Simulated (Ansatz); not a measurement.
## Geometry relaxation of C$_{2}$H$_{6}$Cl$_{2}$Ga (part 1 of 2)

System: C$_{2}$H$_{6}$Cl$_{2}$Ga, multiplicity 2.
Method: UKS PBE/def2-SVP (Ansatz 0.2.0).

The run did not end well. The input holds or restrains some coordinates. It belongs to a series of runs on one base structure; here: pulled along the bonds that form and break, towards end A.

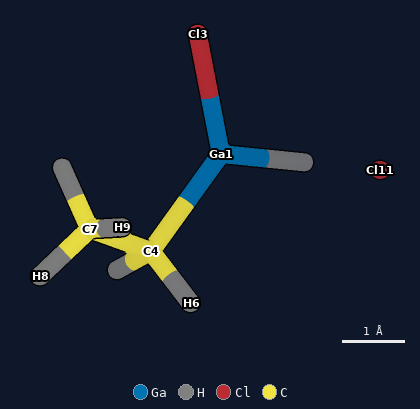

The starting structure (stick view, seen at a tilt; atoms are numbered from 1 in the order of the input). Sticks mark near contacts. Bond lengths as drawn: Cl–Ga 2.24 Å, C–C 1.52 Å, C–Ga 1.98 Å, C–H 1.11 Å and Ga–H 1.82 Å.

Input:
```yaml
crystal:
  periodic: [false, false, false]
  atoms:
    - { symbol: Ga, position_ang: [0.0, 0.0, 0.0] }
    - { symbol: H, position_ang: [0.0, 0.0, 1.82] }
    - { symbol: Cl, position_ang: [1.9398, 0.0, -1.12] }
    - { symbol: C, position_ang: [-1.7147, 0.0, -0.99] }
    - { symbol: H, position_ang: [-2.2748, -0.9305, -0.7608] }
    - { symbol: H, position_ang: [-2.3188, 0.8797, -0.6846] }
    - { symbol: C, position_ang: [-1.4385, 0.0696, -2.4831] }
    - { symbol: H, position_ang: [-2.3553, -0.2101, -3.0429] }
    - { symbol: H, position_ang: [-1.1392, 1.1028, -2.7568] }
    - { symbol: H, position_ang: [-0.619, -0.6331, -2.7415] }
    - { symbol: Cl, position_ang: [0.0, 0.0, 3.49] }
magnetization:
  spin_polarized: true
  initial_magnetization: 1
basis:
  gaussian: { orbitals: def2-SVP }
hamiltonian:
  xc: pbe
relax:
  f_tol: 0.15
  max_steps: 25
  restrain:
    - { distance: [1, 10], at: 2.57, k: 30.0 }
    - { distance: [0, 1], at: 1.57, k: 30.0 }
```

Hardware: 4 threads of Arm Neoverse V2, 24 GiB of memory available, shared host.

Command:
```bash
ansatz run input.yaml --threads 4 --pin off --max-ram 5120MiB --backend cpu --events-out ev --progress --plain --runs-dir out
```

Output:
```
The last accepted step is kept in [file] (removed where the run ends without a failure and the disk answers)
Engine: ansatz 0.2.0, aarch64-unknown-linux-gnu
Functional definition: PBE
  parameter kappa = 0.804
  parameter beta = 0.06672455060314922
  exchange = pbe_x(kappa = kappa, mu = beta*pi^2/3)
  correlation = pbe_c(beta = beta)
1409 factors; their error is unknown
mean field evaluation 1: about -79546.7762 eV, gradient 4.9e1 eV
mean field evaluation 2: about -79471.4027 eV, gradient 1.1e2 eV
mean field evaluation 4: about -79557.4127 eV, gradient 1.2e1 eV
mean field evaluation 8: about -79558.1875 eV, gradient 1.4e-1 eV
mean field evaluation 16: about -79558.1189 eV, gradient 1.8e-3 eV
mean field -79558.11885342 eV, -2923.7069414334 hartree, gradient 1.8e-5 eV, S^2 0.752144; 2 other end points of the search recorded, 0 dependent functions left out
the calculation of the forces begins
reference -79558.11889393 eV, -2923.7069429220 hartree; 42, 41 occupied and 84, 85 virtual orbitals, 1409 factors
relax step   1: F+E_penalty+E_count = -79558.11885342 eV  Δ(F+E_penalty+E_count) = +0.000e0 eV  max|allowed force component| = 1.418e0 eV/Å  E_restraint = 13.08750000 eV  max|allowed force component, restraints' pulls added| = 3.339e1 eV/Å  Δτ_max = 0.0000 Å  (59 SCF iters, accepted)
  distance H 1 - Cl 10 = 1.6700 Å
  distance Ga 0 - H 1 = 1.8200 Å
these checks for a lower state are left out or cut short: starts, cluster_reference, orbital_swaps, neighbouring_geometries, increment
1409 factors; their error is unknown
mean field evaluation 32: about -79557.8358 eV, gradient 8.9e-3 eV
mean field -79557.76708736 eV, -2923.6940142690 hartree, gradient 9.8e-6 eV, S^2 0.751895; 0 other end points of the search recorded, 0 dependent functions left out
[... from here on the field's lines of each further geometry are left out, up to the last ...]
relax step   2: F+E_penalty+E_count = -79557.76708736 eV  Δ(F+E_penalty+E_count) = +3.518e-1 eV  max|allowed force component| = 9.740e-1 eV/Å  E_restraint = 4.09465829 eV  max|allowed force component, restraints' pulls added| = 1.597e1 eV/Å  Δτ_max = 0.1951 Å  (43 SCF iters, accepted)
relax step   3: F+E_penalty+E_count = -79557.50645062 eV  Δ(F+E_penalty+E_count) = +2.606e-1 eV  max|allowed force component| = 1.683e0 eV/Å  E_restraint = 0.56949686 eV  max|allowed force component, restraints' pulls added| = 5.089e0 eV/Å  Δτ_max = 0.1949 Å  (46 SCF iters, accepted)
relax step   4: F+E_penalty+E_count = -79557.53360908 eV  Δ(F+E_penalty+E_count) = -2.716e-2 eV  max|allowed force component| = 8.712e-1 eV/Å  E_restraint = 0.01345004 eV  max|allowed force component, restraints' pulls added| = 3.891e-1 eV/Å  Δτ_max = 0.1946 Å  (49 SCF iters, accepted)
relax step   5: F+E_penalty+E_count = -79557.56429218 eV  Δ(F+E_penalty+E_count) = -3.068e-2 eV  max|allowed force component| = 6.094e-1 eV/Å  E_restraint = 0.00208605 eV  max|allowed force component, restraints' pulls added| = 1.769e-1 eV/Å  Δτ_max = 0.1492 Å  (50 SCF iters, accepted)
relax step   6: F+E_penalty+E_count = -79557.57982190 eV  Δ(F+E_penalty+E_count) = -1.553e-2 eV  max|allowed force component| = 6.437e-1 eV/Å  E_restraint = 0.00326122 eV  max|allowed force component, restraints' pulls added| = 1.155e-1 eV/Å  Δτ_max = 0.2000 Å  (51 SCF iters, accepted)
relax step   7: F+E_penalty+E_count = -79557.57454073 eV  Δ(F+E_penalty+E_count) = +5.281e-3 eV  max|allowed force component| = 6.306e-1 eV/Å  E_restraint = 0.00592516 eV  max|allowed force component, restraints' pulls added| = 1.038e0 eV/Å  Δτ_max = 0.1992 Å  (52 SCF iters, rejected (line search))
relax step   8: F+E_penalty+E_count = -79557.58725896 eV  Δ(F+E_penalty+E_count) = -7.437e-3 eV  max|allowed force component| = 6.346e-1 eV/Å  E_restraint = 0.00570787 eV  max|allowed force component, restraints' pulls added| = 2.147e-1 eV/Å  Δτ_max = 0.0953 Å  (49 SCF iters, accepted)
relax step   9: F+E_penalty+E_count = -79557.58822299 eV  Δ(F+E_penalty+E_count) = -9.640e-4 eV  max|allowed force component| = 5.809e-1 eV/Å  E_restraint = 0.00197577 eV  max|allowed force component, restraints' pulls added| = 3.120e-1 eV/Å  Δτ_max = 0.0977 Å  (50 SCF iters, accepted)
relax step  10: F+E_penalty+E_count = -79557.60018360 eV  Δ(F+E_penalty+E_count) = -1.196e-2 eV  max|allowed force component| = 6.360e-1 eV/Å  E_restraint = 0.00225134 eV  max|allowed force component, restraints' pulls added| = 1.662e-1 eV/Å  Δτ_max = 0.1500 Å  (54 SCF iters, accepted)
relax step  11: F+E_penalty+E_count = -79557.60519846 eV  Δ(F+E_penalty+E_count) = -5.015e-3 eV  max|allowed force component| = 5.960e-1 eV/Å  E_restraint = 0.00193002 eV  max|allowed force component, restraints' pulls added| = 6.764e-1 eV/Å  Δτ_max = 0.1924 Å  (52 SCF iters, accepted)
relax step  12: F+E_penalty+E_count = -79557.63119252 eV  Δ(F+E_penalty+E_count) = -2.599e-2 eV  max|allowed force component| = 6.071e-1 eV/Å  E_restraint = 0.00206194 eV  max|allowed force component, restraints' pulls added| = 2.288e-1 eV/Å  Δτ_max = 0.2000 Å  (51 SCF iters, accepted)
relax step  13: F+E_penalty+E_count = -79557.64419622 eV  Δ(F+E_penalty+E_count) = -1.300e-2 eV  max|allowed force component| = 5.139e-1 eV/Å  E_restraint = 0.00579575 eV  max|allowed force component, restraints' pulls added| = 7.645e-1 eV/Å  Δτ_max = 0.1980 Å  (50 SCF iters, accepted)
relax step  14: F+E_penalty+E_count = -79557.67683810 eV  Δ(F+E_penalty+E_count) = -3.264e-2 eV  max|allowed force component| = 5.508e-1 eV/Å  E_restraint = 0.00186832 eV  max|allowed force component, restraints' pulls added| = 3.643e-1 eV/Å  Δτ_max = 0.2000 Å  (49 SCF iters, accepted)
relax step  15: F+E_penalty+E_count = -79557.71506936 eV  Δ(F+E_penalty+E_count) = -3.823e-2 eV  max|allowed force component| = 5.367e-1 eV/Å  E_restraint = 0.00339102 eV  max|allowed force component, restraints' pulls added| = 5.385e-1 eV/Å  Δτ_max = 0.1958 Å  (48 SCF iters, accepted)
relax step  16: F+E_penalty+E_count = -79557.78627322 eV  Δ(F+E_penalty+E_count) = -7.120e-2 eV  max|allowed force component| = 5.428e-1 eV/Å  E_restraint = 0.00670749 eV  max|allowed force component, restraints' pulls added| = 3.439e-1 eV/Å  Δτ_max = 0.1948 Å  (45 SCF iters, accepted)
relax step  17: F+E_penalty+E_count = -79557.87172849 eV  Δ(F+E_penalty+E_count) = -8.546e-2 eV  max|allowed force component| = 5.887e-1 eV/Å  E_restraint = 0.01618177 eV  max|allowed force component, restraints' pulls added| = 8.537e-1 eV/Å  Δτ_max = 0.1918 Å  (45 SCF iters, accepted)
relax step  18: F+E_penalty+E_count = -79558.05697859 eV  Δ(F+E_penalty+E_count) = -1.853e-1 eV  max|allowed force component| = 7.137e-1 eV/Å  E_restraint = 0.02278774 eV  max|allowed force component, restraints' pulls added| = 5.464e-1 eV/Å  Δτ_max = 0.1952 Å  (41 SCF iters, accepted)
relax step  19: F+E_penalty+E_count = -79558.30973314 eV  Δ(F+E_penalty+E_count) = -2.528e-1 eV  max|allowed force component| = 6.117e-1 eV/Å  E_restraint = 0.06680734 eV  max|allowed force component, restraints' pulls added| = 1.353e0 eV/Å  Δτ_max = 0.1977 Å  (44 SCF iters, accepted)
relax step  20: F+E_penalty+E_count = -79558.47410678 eV  Δ(F+E_penalty+E_count) = -1.644e-1 eV  max|allowed force component| = 9.561e-1 eV/Å  E_restraint = 0.07728465 eV  max|allowed force component, restraints' pulls added| = 1.263e0 eV/Å  Δτ_max = 0.1900 Å  (43 SCF iters, accepted)
relax step  21: F+E_penalty+E_count = -79558.61651405 eV  Δ(F+E_penalty+E_count) = -1.424e-1 eV  max|allowed force component| = 5.842e-1 eV/Å  E_restraint = 0.05893024 eV  max|allowed force component, restraints' pulls added| = 1.140e0 eV/Å  Δτ_max = 0.1999 Å  (37 SCF iters, accepted)
relax step  22: F+E_penalty+E_count = -79558.70645316 eV  Δ(F+E_penalty+E_count) = -8.994e-2 eV  max|allowed force component| = 6.459e-1 eV/Å  E_restraint = 0.02859801 eV  max|allowed force component, restraints' pulls added| = 6.835e-1 eV/Å  Δτ_max = 0.2000 Å  (38 SCF iters, accepted)
relax step  23: F+E_penalty+E_count = -79558.77569038 eV  Δ(F+E_penalty+E_count) = -6.924e-2 eV  max|allowed force component| = 6.314e-1 eV/Å  E_restraint = 0.02097616 eV  max|allowed force component, restraints' pulls added| = 6.493e-1 eV/Å  Δτ_max = 0.1999 Å  (37 SCF iters, accepted)
the calculation of the forces begins
reference -79558.80745456 eV, -2923.7322470585 hartree; 42, 41 occupied and 84, 85 virtual orbitals, 1409 factors
relax step  24: F+E_penalty+E_count = -79558.80741380 eV  Δ(F+E_penalty+E_count) = -3.172e-2 eV  max|allowed force component| = 7.456e-1 eV/Å  E_restraint = 0.01062153 eV  max|allowed force component, restraints' pulls added| = 2.851e-1 eV/Å  Δτ_max = 0.1991 Å  (37 SCF iters, accepted)
  distance H 1 - Cl 10 = 2.5918 Å
  distance Ga 0 - H 1 = 1.5853 Å
these checks for a lower state are left out or cut short: starts, cluster_reference, orbital_swaps, neighbouring_geometries, increment
1409 factors; their error is unknown
mean field -79558.82116900 eV, -2923.7327510549 hartree, gradient 1.1e-5 eV, S^2 0.754209; 0 other end points of the search recorded, 0 dependent functions left out
the calculation of the forces begins
reference -79558.82120960 eV, -2923.7327525469 hartree; 42, 41 occupied and 84, 85 virtual orbitals, 1409 factors
relax step  25: F+E_penalty+E_count = -79558.82116900 eV  Δ(F+E_penalty+E_count) = -1.376e-2 eV  max|allowed force component| = 6.251e-1 eV/Å  E_restraint = 0.00797283 eV  max|allowed force component, restraints' pulls added| = 2.885e-1 eV/Å  Δτ_max = 0.1521 Å  (36 SCF iters, accepted)
  distance H 1 - Cl 10 = 2.5856 Å
  distance Ga 0 - H 1 = 1.5870 Å
```

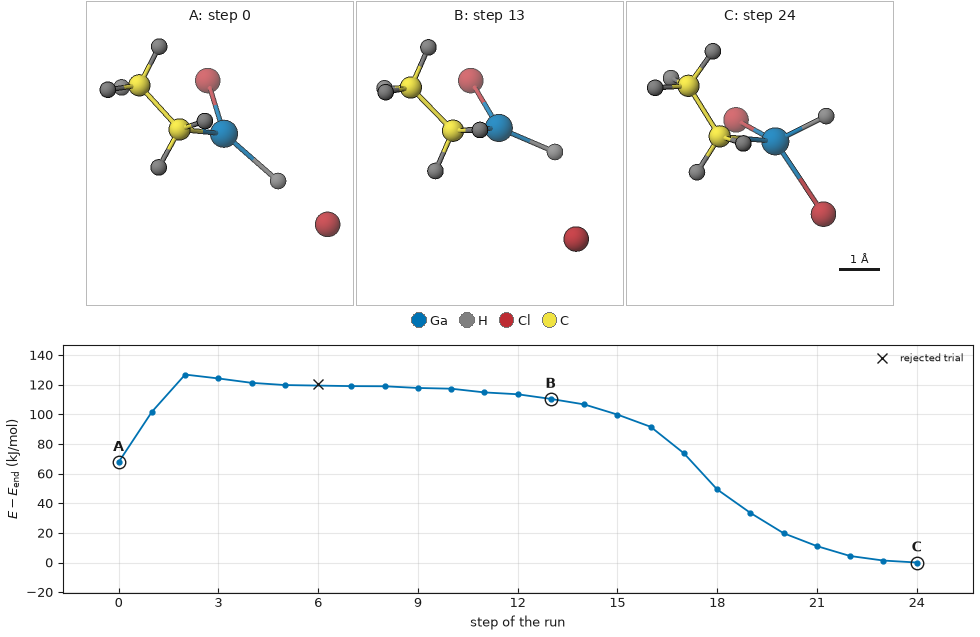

Frames of the restrained relaxation (ball-and-stick view, seen at a tilt) above the curves, on which the letters mark them (the first geometry is step 0 here and step 1 in the log).

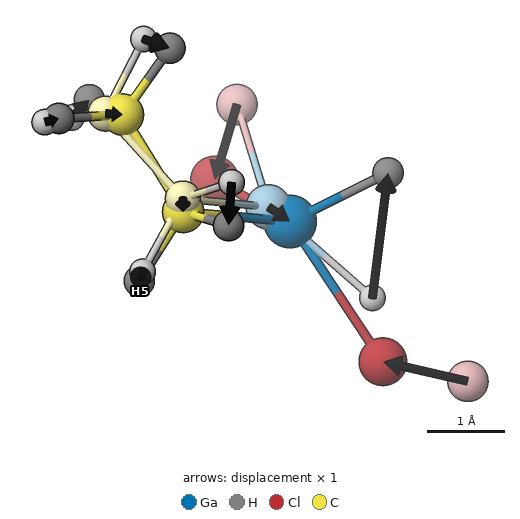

Start (faint) and end (solid) with the displacements as black arrows, at true length (ball-and-stick view, seen at a tilt). The two geometries are laid on each other by the best rigid fit. The relaxation stopped without meeting its thresholds, so the last structure isn't shown to be converged. Over 24 geometry steps the energy falls by 67.8 kJ/mol. Largest force component: 1.4 eV/Å at the start, 0.63 eV/Å at the end. The line search rejected the trial step at point 6 (counted from 0) and went back. The largest move after the best rigid fit is that of H2, 1.80 Å. By element the largest moves are H 1.80 Å, Cl 1.15 Å, Ga 0.35 Å, C 0.23 Å. Distances before and after: Ga1–Cl11 3.490 → 2.212 Å, Ga1–H2 1.820 → 1.587 Å, Ga1–C4 1.980 → 2.099 Å, Ga1–Cl3 2.240 → 2.190 Å. New bonds form: Ga1–Cl11 (3.49 → 2.21 Å). Among the angles that change: H2–Ga1–C4 120.0° → 102.0°, Ga1–C4–H5 109.5° → 96.3°, Cl3–Ga1–C4 120.0° → 108.3°. (Atoms are counted from 1 in the order of the input.)

```
Unfinished report: {"positions_ang":[[0.07976746375878806,-0.03712093328978161,0.3129994286771727],[0.14698901231771927,1.4815145657288737,0.7688671016936649],[1.5961668790336343,-1.233672977226178,-0.7182995651833861],[-1.6775046119072223,-0.07213360826126877,-0.8341764346404323],[-1.9519270239048867,-1.1265384521229886,-0.6046226729977905],[-2.349092690162341,0.6346431666698011,-0.30994459048201684],[-1.4354977886594484,0.21118078190668166,-2.2929567016333072],[-2.3610524146142913,0.01542304771520962,-2.885379568893857],[-1.1607444204988875,1.2703585306375365,-2.467621175585037],[-0.6335254705721527,-0.42969599214883375,-2.712397003480878],[-0.1740789347909139,-0.43555812960905016,2.473831182525867]],"unchecked":["starts","cluster_reference","orbital_swaps","neighbouring_geometries","increment"],"mean_field":{"relativity":"none","state":{"energy":{"ev":-79558.82120959985,"hartree":-2923.732752546918},"converged":true,"gradient_ev":0.000011056827540754264,"stability":{"kind":"minimum","curvature_ev":6.814102294450685},"curvature_floor_ev":0.00030000000000000003,"spin_squared":0.7542093855593635},"others":[],"fillings":{"estimated":0,"unestimated":0,"tried":0,"untried":0,"excluded_magnetic_sites":0},"n_dropped_functions":0,"n_trapped_functions":0,"passes":{"evaluations":4,"products":32},"factors":{"origin":"density fitting in generated functions","count":1409,"bound_ev":null},"gradient_stop_ev":0.00009,"reference_kind":"stationary","functional":{"name":"PBE","citations":["Perdew, Burke & Ernzerhof, Phys. Rev. Lett. 77, 3865 (1996) doi:10.1103/PhysRevLett.77.3865"],"text":"name \"PBE\"\ncite \"Perdew, Burke & Ernzerhof, Phys. Rev. Lett. 77, 3865 (1996) doi:10.1103/PhysRevLett.77.3865\"\nparent pbe\nparameter kappa = 0.804\nparameter beta = 0.06672455060314922\nexchange = pbe_x(kappa = kappa, mu = beta*pi^2/3)\ncorrelation = pbe_c(beta = beta)\n","parameters":{"beta":{"value":0.06672455060314922,"default":0.06672455060314922},"kappa":{"value":0.804,"default":0.804}},"final_grid":{"core_spheres":13.0,"valence_spheres":11.0,"degree":36.0},"final_grid_parameter_source":"default","radial_points_factor":1.0,"radial_grid_error_ev":3.125828648923977e-7,"grid_sensitivity":"normal","grid_sensitivity_ratio":0.001870803151768979},"unsmoothed_excess_ev":-0.00004059940836140666,"symmetry":{"irreps":["A"],"axes":[[0.9922881527353888,-0.12018323387906728,-0.030335000170746033],[0.11877108600782198,0.9919144378438687,-0.04471215858582983],[0.03546337645391795,0.04076442433361786,0.998539238407403]],"occupied":[{"A":42},{"A":41}]},"density_repulsion":{"missed_ev":0.000055608243445034626,"excess_ev":0.000055608243265178496,"most_excess_ev":0.0010789999999999999,"are_drawn_again":false,"n_first_factors":1409,"energy_change_ev":0.0,"n_dropped_ends":0},"direct_passes":"host"},"factors":{"origin":"density fitting in generated functions","count":1409,"bound_ev":null},"n_frozen":0,"n_occupied":[42,41],"n_virtual":[84,85],"reference":{"ev":-79558.82120959985,"hartree":-2923.732752546918},"total":{"ev":-79558.82120959985,"hartree":-2923.732752546918},"forces_ev_per_angstrom":[[0.01036559843087264,-0.26773441928478536,0.14196184595098077],[0.1396746237389499,0.6251075038038261,-0.41830736221948567],[-0.07170246768081023,0.10507616009392175,0.0769977825814156],[-0.1462592454915872,-0.10702136501536574,-0.027430064567267425],[0.025297640899125902,0.06115670773988036,-0.0016765568659775892],[0.031843094073341696,-0.017404208378342084,-0.006854612075462838],[0.0985201033399238,0.03419827918525919,0.018551134186056573],[0.0029482592920016147,-0.0024912469842247524,0.03567827731690281],[-0.0020559362011309157,0.017138320823189494,-0.030165867107241635],[-0.04275152710411625,0.000694281321413365,-0.014372395810948662],[-0.04588014330256621,-0.44872001331179445,0.2256178185951128]],"charge_distribution":{"dipole_moment_e_ang":[-0.5527651858683281,0.24058382465632017,-0.5113229798542832],"mulliken_charges_e":[0.2991397637485882,-0.0028404193701827563,-0.22429271345389523,-0.18959638678629265,0.09458016642847078,0.0908770205219136,-0.048085712089751986,0.059794042858325014,0.05974115289701587,0.06097162386989641,-0.2002885386239761],"lowdin_charges_e":[-0.7407312343013466,0.024436062622574584,0.23481055092308623,0.04169687958788604,0.05115025334682044,0.039764721787723056,0.02547958357868918,0.02982748351890141,0.025844173309530483,0.02228962455670913,0.24543190106950874]},"n_threads":4,"memory_gib":4.261363637633622,"seconds":{"hamiltonian":2.125030469,"orbitals":0.0,"second_order":0.0,"solver_start":0.0,"cycles":0.0,"cycle":0.0,"perturbative":0.0,"full_ci_increment":0.0,"forces":0.0}}
this run last wrote the structure of step 25 to [file]
Error: geometry relaxation did not converge after 25 steps: max|allowed force component| = 6.25e-1 eV/Å without the restraints, 2.89e-1 eV/Å with the forces of `relax.restrain` added, the figure compared with `relax.f_tol` (threshold 1.5e-1). Raise `relax.max_steps` over both its present limit and 25, loosen `relax.f_tol`, or start from a geometry closer to equilibrium; or lower a very stiff `relax.restrain[].k`, which can take fewer steps but ends farther from `at`. Where this run's directory can be resumed (`checkpoint.write`), a resume goes on for up to `relax.max_steps` more
```
